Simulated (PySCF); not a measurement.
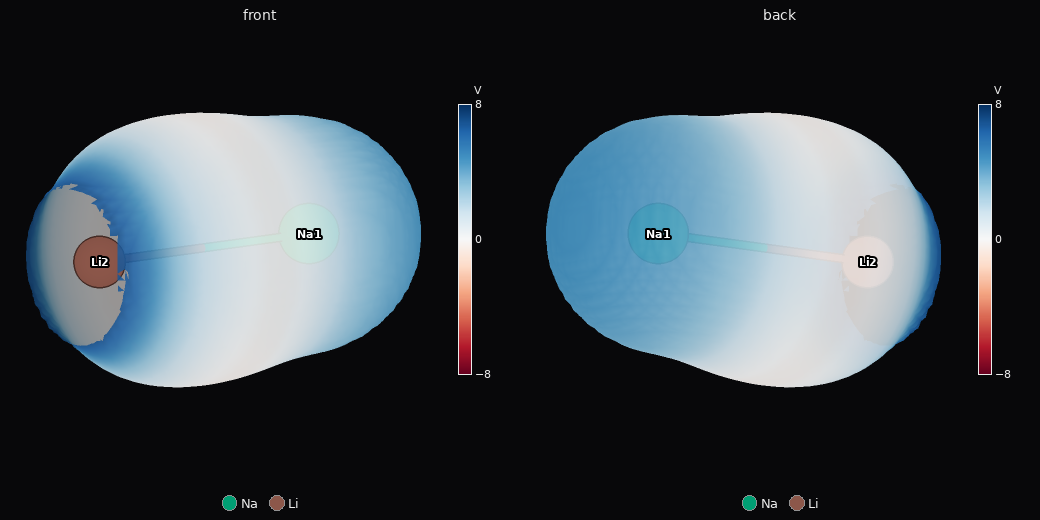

Figure. NaLi. The electrostatic potential painted on the density surface at 0.004 e/bohr³, seen from the front and from behind; red is negative and blue positive.

These are results of PBE0/pcseg-2, non-relativistic, at a bond length of 2.918 Å (PySCF), not measurements.

> Where is the surface potential most negative and most positive?

The most negative region (about −0.2 V) lies over Na1, the most positive (about +6.8 V) over Li2.
